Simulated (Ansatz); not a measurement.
**C4H5F: molecular dynamics (part 1 of 3)**

The run: molecular dynamics of C4H5F, SMILES CC1=C(F)C1. Method and program: RKS BLYP/6-31G* (Ansatz 0.2.0).

The geometry comes from this level: PBE0-D4/def2-TZVP. Figures and captions count atoms from 1; the log counts them from 0 in places.

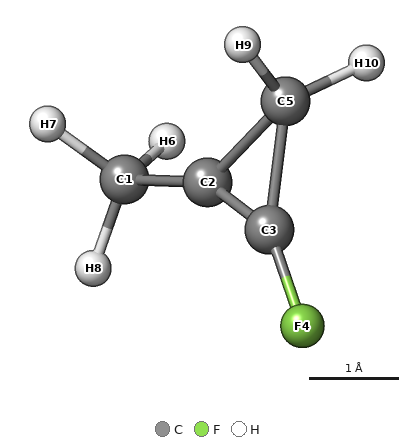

The input geometry (ball-and-stick view, seen at a tilt; atoms are numbered from 1 in the order of the input). Bond lengths as drawn: C–C 1.28 to 1.55 Å, C–F 1.31 Å and C–H 1.09 Å.

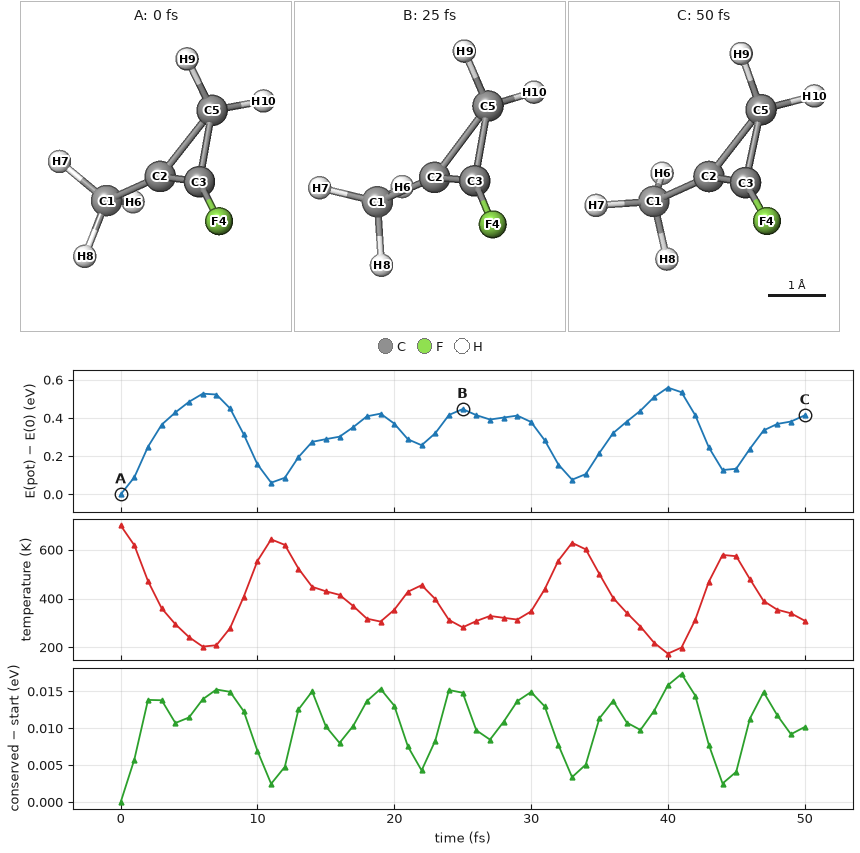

Frames of the molecular dynamics (ball-and-stick, seen at a tilt) above the curves, on which the letters mark them. The trajectory kept here has 51 frames over 50 fs. The temperature starts at 700 K, ranges from 174 to 700 K and averages 387 K over the second half. The potential energy ends 0.414 eV above its first value. The conserved quantity stays within 0.017 eV. After an unweighted best fit of the last frame on the first, the root-mean-square displacement is 0.41 Å, and H7 has moved furthest (0.76 Å).

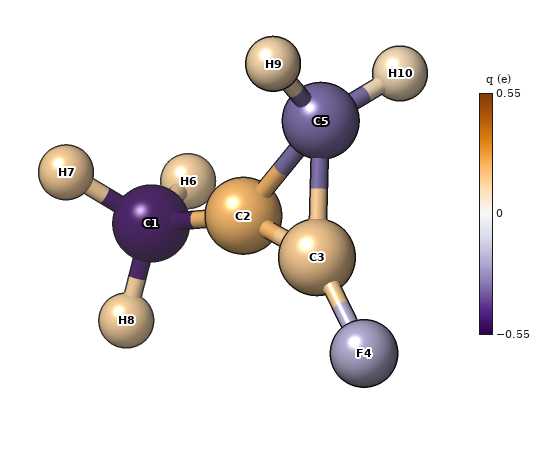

Mulliken charges, as the colour of each atom (ball-and-stick view, seen at a tilt; atoms are numbered from 1 in the order of the input). By element: C −0.53 to +0.22, F −0.21 and H +0.11 to +0.16 e.

The input that produced these results follows, with the program's output.

Input
```yaml
crystal:
  periodic: [false, false, false]
  atoms:
    - {symbol: C, position_ang: [-1.416412, -0.454528, -0.159066]}
    - {symbol: C, position_ang: [0.013586, -0.133370, -0.137229]}
    - {symbol: C, position_ang: [1.240254, -0.212932, -0.495048]}
    - {symbol: F, position_ang: [2.148088, -0.755963, -1.272892]}
    - {symbol: C, position_ang: [1.058736, 0.759811, 0.577739]}
    - {symbol: H, position_ang: [-2.009264, 0.438866, -0.375213]}
    - {symbol: H, position_ang: [-1.742261, -0.830359, 0.815078]}
    - {symbol: H, position_ang: [-1.639277, -1.209739, -0.914349]}
    - {symbol: H, position_ang: [1.352765, 0.515673, 1.601920]}
    - {symbol: H, position_ang: [1.076884, 1.831339, 0.362060]}
basis:
  gaussian: {orbitals: "6-31G*"}
hamiltonian: {xc: {name: BLYP}}
md: {timestep: 1 fs, n_steps: 50, ensemble: nve, temperature: 700, initial_velocities: maxwell_boltzmann, seed: 836}
```

Launch command:
```bash
ansatz run in.yaml --threads 2 --pin off --events-out ev --progress --plain --max-ram 4352MiB
```

What the program printed
```
Functional definition: BLYP
  name "BLYP"
  cite "Becke, Phys. Rev. A 38, 3098 (1988) doi:10.1103/PhysRevA.38.3098"
  cite "Lee, Yang & Parr, Phys. Rev. B 37, 785 (1988) doi:10.1103/PhysRevB.37.785"
  parameter beta = 0.0042
  parameter a = 0.04918
  parameter b = 0.132
  parameter c = 0.2533
  parameter d = 0.349
  exchange = b88_x(beta = beta)
  correlation = lyp_c(a = a, b = b, c = c, d = d)
1004 factors; their error is unknown
mean field evaluation 1: about -6932.3089 eV, gradient 6.0e1 eV
mean field evaluation 2: about -6920.3152 eV, gradient 9.0e1 eV
mean field evaluation 4: about -6941.0682 eV, gradient 5.0e0 eV
mean field evaluation 8: about -6941.1254 eV, gradient 2.0e-1 eV
mean field evaluation 16: about -6941.0461 eV, gradient 2.0e-4 eV
mean field -6941.04613962 eV, -255.0787408208 hartree, gradient 8.8e-6 eV, S^2 0.000000; 0 other end points of the search recorded, 0 dependent functions left out
the calculation of the forces begins
reference -6941.04637859 eV, -255.0787496028 hartree; 19, 19 occupied and 66, 66 virtual orbitals, 1004 factors
md step     0: t =     0.00 fs  T =   700.0 K  F+E_penalty+E_count = -6941.04613962 eV  E_kin = 0.723856 eV  conserved = -6940.32228362 eV  (28 SCF iters)
these checks for a lower state are left out or cut short: starts, cluster_reference, orbital_swaps, neighbouring_geometries, increment
1004 factors; their error is unknown
mean field -6940.95633754 eV, -255.0754406555 hartree, gradient 2.0e-5 eV, S^2 0.000000; 0 other end points of the search recorded, 0 dependent functions left out
the calculation of the forces begins
reference -6940.95657722 eV, -255.0754494636 hartree; 19, 19 occupied and 66, 66 virtual orbitals, 1004 factors
md step     1: t =     1.00 fs  T =   618.7 K  F+E_penalty+E_count = -6940.95633754 eV  E_kin = 0.639832 eV  conserved = -6940.31650569 eV  (30 SCF iters)
[... from here on the SCF iterations and repeated set-up lines of each step are left out, up to the last step ...]
md step     2: t =     2.00 fs  T =   471.6 K  F+E_penalty+E_count = -6940.79608866 eV  E_kin = 0.487662 eV  conserved = -6940.30842671 eV  (30 SCF iters)
md step     3: t =     3.00 fs  T =   359.8 K  F+E_penalty+E_count = -6940.68056077 eV  E_kin = 0.372084 eV  conserved = -6940.30847634 eV  (30 SCF iters)
md step     4: t =     4.00 fs  T =   294.9 K  F+E_penalty+E_count = -6940.61651105 eV  E_kin = 0.304951 eV  conserved = -6940.31156024 eV  (31 SCF iters)
md step     5: t =     5.00 fs  T =   241.8 K  F+E_penalty+E_count = -6940.56085905 eV  E_kin = 0.250056 eV  conserved = -6940.31080347 eV  (31 SCF iters)
md step     6: t =     6.00 fs  T =   203.0 K  F+E_penalty+E_count = -6940.51829763 eV  E_kin = 0.209954 eV  conserved = -6940.30834401 eV  (31 SCF iters)
md step     7: t =     7.00 fs  T =   208.7 K  F+E_penalty+E_count = -6940.52284307 eV  E_kin = 0.215824 eV  conserved = -6940.30701909 eV  (32 SCF iters)
md step     8: t =     8.00 fs  T =   279.0 K  F+E_penalty+E_count = -6940.59581668 eV  E_kin = 0.288482 eV  conserved = -6940.30733453 eV  (32 SCF iters)
md step     9: t =     9.00 fs  T =   408.2 K  F+E_penalty+E_count = -6940.73205318 eV  E_kin = 0.422078 eV  conserved = -6940.30997476 eV  (32 SCF iters)
md step    10: t =    10.00 fs  T =   554.3 K  F+E_penalty+E_count = -6940.88855304 eV  E_kin = 0.573210 eV  conserved = -6940.31534337 eV  (30 SCF iters)
md step    11: t =    11.00 fs  T =   642.8 K  F+E_penalty+E_count = -6940.98454971 eV  E_kin = 0.664754 eV  conserved = -6940.31979587 eV  (30 SCF iters)
md step    12: t =    12.00 fs  T =   620.3 K  F+E_penalty+E_count = -6940.95892422 eV  E_kin = 0.641427 eV  conserved = -6940.31749758 eV  (30 SCF iters)
md step    13: t =    13.00 fs  T =   522.9 K  F+E_penalty+E_count = -6940.85046471 eV  E_kin = 0.540741 eV  conserved = -6940.30972401 eV  (30 SCF iters)
md step    14: t =    14.00 fs  T =   448.2 K  F+E_penalty+E_count = -6940.77076519 eV  E_kin = 0.463493 eV  conserved = -6940.30727258 eV  (30 SCF iters)
md step    15: t =    15.00 fs  T =   429.9 K  F+E_penalty+E_count = -6940.75661161 eV  E_kin = 0.444594 eV  conserved = -6940.31201750 eV  (32 SCF iters)
md step    16: t =    16.00 fs  T =   415.2 K  F+E_penalty+E_count = -6940.74365626 eV  E_kin = 0.429398 eV  conserved = -6940.31425830 eV  (32 SCF iters)
md step    17: t =    17.00 fs  T =   369.4 K  F+E_penalty+E_count = -6940.69397372 eV  E_kin = 0.382023 eV  conserved = -6940.31195075 eV  (32 SCF iters)
md step    18: t =    18.00 fs  T =   317.7 K  F+E_penalty+E_count = -6940.63707646 eV  E_kin = 0.328488 eV  conserved = -6940.30858873 eV  (51 SCF iters)
md step    19: t =    19.00 fs  T =   305.6 K  F+E_penalty+E_count = -6940.62299248 eV  E_kin = 0.316054 eV  conserved = -6940.30693858 eV  (34 SCF iters)
md step    20: t =    20.00 fs  T =   353.8 K  F+E_penalty+E_count = -6940.67510847 eV  E_kin = 0.365902 eV  conserved = -6940.30920602 eV  (33 SCF iters)
md step    21: t =    21.00 fs  T =   427.9 K  F+E_penalty+E_count = -6940.75727041 eV  E_kin = 0.442529 eV  conserved = -6940.31474110 eV  (33 SCF iters)
md step    22: t =    22.00 fs  T =   455.0 K  F+E_penalty+E_count = -6940.78845985 eV  E_kin = 0.470471 eV  conserved = -6940.31798890 eV  (32 SCF iters)
md step    23: t =    23.00 fs  T =   398.0 K  F+E_penalty+E_count = -6940.72549340 eV  E_kin = 0.411549 eV  conserved = -6940.31394423 eV  (32 SCF iters)
md step    24: t =    24.00 fs  T =   312.2 K  F+E_penalty+E_count = -6940.62996387 eV  E_kin = 0.322872 eV  conserved = -6940.30709222 eV  (32 SCF iters)
md step    25: t =    25.00 fs  T =   282.0 K  F+E_penalty+E_count = -6940.59904174 eV  E_kin = 0.291586 eV  conserved = -6940.30745549 eV  (32 SCF iters)
md step    26: t =    26.00 fs  T =   307.8 K  F+E_penalty+E_count = -6940.63088011 eV  E_kin = 0.318334 eV  conserved = -6940.31254614 eV  (32 SCF iters)
md step    27: t =    27.00 fs  T =   328.8 K  F+E_penalty+E_count = -6940.65376829 eV  E_kin = 0.339956 eV  conserved = -6940.31381192 eV  (33 SCF iters)
md step    28: t =    28.00 fs  T =   321.1 K  F+E_penalty+E_count = -6940.64342123 eV  E_kin = 0.332042 eV  conserved = -6940.31137967 eV  (32 SCF iters)
md step    29: t =    29.00 fs  T =   313.9 K  F+E_penalty+E_count = -6940.63319619 eV  E_kin = 0.324602 eV  conserved = -6940.30859432 eV  (31 SCF iters)
md step    30: t =    30.00 fs  T =   347.4 K  F+E_penalty+E_count = -6940.66660866 eV  E_kin = 0.359248 eV  conserved = -6940.30736018 eV  (31 SCF iters)
md step    31: t =    31.00 fs  T =   438.3 K  F+E_penalty+E_count = -6940.76252486 eV  E_kin = 0.453215 eV  conserved = -6940.30931013 eV  (31 SCF iters)
md step    32: t =    32.00 fs  T =   556.0 K  F+E_penalty+E_count = -6940.88946766 eV  E_kin = 0.574926 eV  conserved = -6940.31454149 eV  (31 SCF iters)
md step    33: t =    33.00 fs  T =   628.7 K  F+E_penalty+E_count = -6940.96902508 eV  E_kin = 0.650131 eV  conserved = -6940.31889416 eV  (30 SCF iters)
md step    34: t =    34.00 fs  T =   601.9 K  F+E_penalty+E_count = -6940.93958806 eV  E_kin = 0.622394 eV  conserved = -6940.31719428 eV  (30 SCF iters)
md step    35: t =    35.00 fs  T =   500.5 K  F+E_penalty+E_count = -6940.82845316 eV  E_kin = 0.517529 eV  conserved = -6940.31092379 eV  (30 SCF iters)
md step    36: t =    36.00 fs  T =   402.8 K  F+E_penalty+E_count = -6940.72504100 eV  E_kin = 0.416480 eV  conserved = -6940.30856102 eV  (29 SCF iters)
md step    37: t =    37.00 fs  T =   341.3 K  F+E_penalty+E_count = -6940.66441486 eV  E_kin = 0.352913 eV  conserved = -6940.31150154 eV  (30 SCF iters)
md step    38: t =    38.00 fs  T =   285.1 K  F+E_penalty+E_count = -6940.60735032 eV  E_kin = 0.294847 eV  conserved = -6940.31250311 eV  (30 SCF iters)
md step    39: t =    39.00 fs  T =   218.7 K  F+E_penalty+E_count = -6940.53604950 eV  E_kin = 0.226150 eV  conserved = -6940.30989958 eV  (30 SCF iters)
md step    40: t =    40.00 fs  T =   174.2 K  F+E_penalty+E_count = -6940.48654684 eV  E_kin = 0.180098 eV  conserved = -6940.30644932 eV  (31 SCF iters)
md step    41: t =    41.00 fs  T =   199.2 K  F+E_penalty+E_count = -6940.51093761 eV  E_kin = 0.206024 eV  conserved = -6940.30491374 eV  (31 SCF iters)
md step    42: t =    42.00 fs  T =   312.4 K  F+E_penalty+E_count = -6940.63084959 eV  E_kin = 0.323016 eV  conserved = -6940.30783353 eV  (31 SCF iters)
md step    43: t =    43.00 fs  T =   469.5 K  F+E_penalty+E_count = -6940.80005970 eV  E_kin = 0.485526 eV  conserved = -6940.31453349 eV  (30 SCF iters)
md step    44: t =    44.00 fs  T =   579.0 K  F+E_penalty+E_count = -6940.91846817 eV  E_kin = 0.598713 eV  conserved = -6940.31975488 eV  (30 SCF iters)
md step    45: t =    45.00 fs  T =   573.9 K  F+E_penalty+E_count = -6940.91160027 eV  E_kin = 0.593431 eV  conserved = -6940.31816913 eV  (30 SCF iters)
md step    46: t =    46.00 fs  T =   479.9 K  F+E_penalty+E_count = -6940.80717614 eV  E_kin = 0.496220 eV  conserved = -6940.31095601 eV  (31 SCF iters)
md step    47: t =    47.00 fs  T =   390.2 K  F+E_penalty+E_count = -6940.71089107 eV  E_kin = 0.403517 eV  conserved = -6940.30737453 eV  (31 SCF iters)
md step    48: t =    48.00 fs  T =   354.3 K  F+E_penalty+E_count = -6940.67692664 eV  E_kin = 0.366413 eV  conserved = -6940.31051352 eV  (31 SCF iters)
md step    49: t =    49.00 fs  T =   339.6 K  F+E_penalty+E_count = -6940.66425054 eV  E_kin = 0.351172 eV  conserved = -6940.31307892 eV  (30 SCF iters)
these checks for a lower state are left out or cut short: starts, cluster_reference, orbital_swaps, neighbouring_geometries, increment
1004 factors; their error is unknown
mean field -6940.63213220 eV, -255.0635263291 hartree, gradient 1.9e-5 eV, S^2 0.000000; 0 other end points of the search recorded, 0 dependent functions left out
the calculation of the forces begins
reference -6940.63237411 eV, -255.0635352188 hartree; 19, 19 occupied and 66, 66 virtual orbitals, 1004 factors
1004 factors; their error is unknown
mean field evaluation 416: about -6940.6321 eV, gradient 1.5e-3 eV
mean field -6940.63213220 eV, -255.0635263291 hartree, gradient 1.9e-5 eV, S^2 0.000000; 1 other end points of the search recorded, 0 dependent functions left out
the calculation of the forces begins
reference -6940.63237411 eV, -255.0635352188 hartree; 19, 19 occupied and 66, 66 virtual orbitals, 1004 factors
md step    50: t =    50.00 fs  T =   309.5 K  F+E_penalty+E_count = -6940.63213220 eV  E_kin = 0.320029 eV  conserved = -6940.31210326 eV  (48 SCF iters)
Total energy: -6940.63237411 eV, -255.0635352188 hartree
Atom 0 at    -1.398672    -0.489067    -0.147726 Å, force    -2.032721     0.092712    -1.166346 eV/Å
Atom 1 at    -0.010192    -0.096988    -0.143102 Å, force    -1.539614     0.248638     0.825673 eV/Å
Atom 2 at     1.194845    -0.229005    -0.492927 Å, force     3.652447     0.385865    -0.347583 eV/Å
Atom 3 at     2.158786    -0.786792    -1.243941 Å, force    -0.168723    -0.364851    -0.250901 eV/Å
Atom 4 at     1.086758     0.803840     0.546234 Å, force    -0.044942     1.639816     0.413169 eV/Å
Atom 5 at    -2.049735     0.345153     0.215837 Å, force     0.208076    -0.868190     0.986099 eV/Å
Atom 6 at    -1.540937    -1.540475     0.243629 Å, force    -0.339125     1.069413     0.206431 eV/Å
Atom 7 at    -1.822684    -0.492068    -1.186469 Å, force     0.575695    -0.507303     0.000767 eV/Å
Atom 8 at     1.387370     0.743351     1.612120 Å, force    -0.068726    -0.991304    -0.086813 eV/Å
Atom 9 at     1.142325     1.915803     0.343717 Å, force    -0.242367    -0.704796    -0.580495 eV/Å
Dipole moment:    -0.325501    -0.020520     0.041030 e Å
```

Trajectory as extended XYZ (Å, eV, eV/Å), 44 of the 51 frames kept, from step=0 to step=50
```
10
Properties=species:S:1:pos:R:3:forces:R:3 step=0 time_fs=0.0 energy=-6941.04614 temperature=700.0
C    -1.4164   -0.4545   -0.1591   -0.1302  -0.0212   0.0066
C     0.0136   -0.1334   -0.1372   -1.0718  -0.1406   0.0871
C     1.2403   -0.2129   -0.4950    0.4946   0.0626  -0.0419
F     2.1481   -0.7560   -1.2729    0.9756  -0.6099  -0.8648
C     1.0587    0.7598    0.5777    0.1665   0.4267   0.4155
H    -2.0093    0.4389   -0.3752   -0.2686   0.2829  -0.0739
H    -1.7423   -0.8304    0.8151   -0.1798  -0.1419   0.3246
H    -1.6393   -1.2097   -0.9143   -0.1360  -0.2658  -0.2523
H     1.3528    0.5157    1.6019    0.1191  -0.0046   0.3957
H     1.0769    1.8313    0.3621    0.0306   0.4119   0.0035
10
Properties=species:S:1:pos:R:3:forces:R:3 step=1 time_fs=1.0 energy=-6940.95634 temperature=618.7
C    -1.4157   -0.4488   -0.1598    0.0024  -0.8916  -0.7841
C     0.0088   -0.1332   -0.1276    0.1998  -0.1099  -0.6697
C     1.2499   -0.2101   -0.4973   -0.9016   0.0730   0.3656
F     2.1463   -0.7574   -1.2720    1.2441  -0.7232  -1.0362
C     1.0535    0.7590    0.5703    0.4283  -0.5915   1.4954
H    -2.0183    0.4160   -0.3845   -0.5392   0.7888   0.0971
H    -1.6818   -0.8658    0.7964   -0.6394  -0.2116   0.8583
H    -1.6733   -1.2058   -0.9307    0.2219   0.0638   0.1167
H     1.3508    0.5337    1.6164    0.0099  -0.0690  -0.0471
H     1.0910    1.8003    0.3844   -0.0263   1.6713  -0.3961
10
Properties=species:S:1:pos:R:3:forces:R:3 step=2 time_fs=2.0 energy=-6940.79609 temperature=471.6
C    -1.4151   -0.4438   -0.1611   -0.1292  -1.5491  -1.1480
C     0.0042   -0.1332   -0.1184    1.2682  -0.0443  -1.3379
C     1.2589   -0.2073   -0.4993   -2.0522   0.0736   0.7132
F     2.1451   -0.7591   -1.2717    1.4626  -0.8148  -1.1720
C     1.0487    0.7578    0.5642    0.6368  -1.1005   2.3050
H    -2.0325    0.4007   -0.3929   -0.6459   1.0283   0.3118
H    -1.6275   -0.9032    0.7859   -0.9457  -0.1513   0.9841
H    -1.7052   -1.2012   -0.9459    0.5486   0.3073   0.4019
H     1.3489    0.5511    1.6304   -0.0793  -0.1508  -0.4061
H     1.1049    1.7853    0.4029   -0.0639   2.4015  -0.6521
```
